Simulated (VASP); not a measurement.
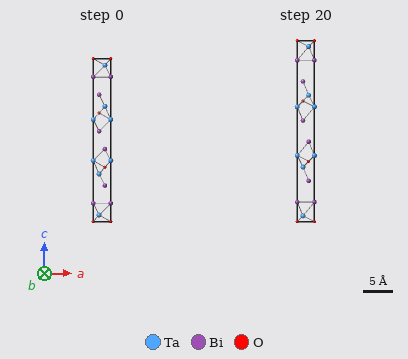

The structure of a crystal of Ta₂Bi₂O (a generated structure, set up in R-3m) before (left) and after (right) a relaxation, at one scale.

The picture is a ball-and-stick view of the conventional cell (3 times the calculation's cell), seen along the b axis. Lengths and directions refer to the drawn axes.

The run lets cell and atoms move.

These are results of VASP, Kohn-Sham DFT of a periodic cell, PBE, VASP PAW PBE potentials, recommended, not measurements.

Input
```
SYSTEM = Ta2Bi2O
PREC     = Normal         ! precision mode
ENCUT    = 520            ! plane-wave cutoff, eV
EDIFF    = 1E-4           ! SCF threshold, eV
ISMEAR   = 0              ! smearing method
SIGMA    = 0.15           ! smearing width, eV
LREAL    = .FALSE.        ! projectors in reciprocal space
LASPH    = .TRUE.         ! aspherical terms in the spheres
NELM     = 60             ! most SCF steps
ALGO     = Fast           ! electronic algorithm
ISIF     = 3              ! what is computed and relaxed
LWAVE    = .FALSE.        ! write WAVECAR
LCHARG   = .FALSE.        ! write CHGCAR
GGA      = PE             ! functional
IBRION   = 2              ! ionic algorithm
NSW      = 24             ! ionic steps
EDIFFG   = -0.08          ! ionic threshold
```

Run as
```bash
cat potpaw_PBE.64/Ta_pv/POTCAR potpaw_PBE.64/Bi_d/POTCAR potpaw_PBE.64/O/POTCAR > POTCAR
mpirun -np 1 vasp_std > vasp.out
```

> Describe what moved and what it gained.

Over 20 geometry steps the energy falls by 222 meV per atom. The largest force component goes from 2.9 to 0.039 eV/Å. The pressure goes from 4.30 to 0.03 GPa. The largest moves relative to the cell, 0.28 Å, are those of Ta atoms. Largest moves by element: Ta 0.28 Å, Bi 0.12 Å. O stays in place. The drawn cell changes as follows: a = b 3.500 → 3.438 Å (−1.8 %), c 28.200 → 31.303 Å (+11.0 %); the volume changes by +7.1 %. Some distances before and after: Bi–Ta 2.851 → 3.105 Å, Ta–Ta 3.057 → 2.814 Å, O–Ta 2.323 → 2.221 Å, Bi–Bi 3.500 → 3.438 Å. Bond angles that change, for instance: Ta–O–Ta 97.7° → 101.4°, Ta–O–Ta 82.3° → 78.6°. The space group stays R-3m (No. 166). It ran on 1 thread of Intel(R) Xeon(R) 6975P-C (Granite Rapids), with other jobs on the host.
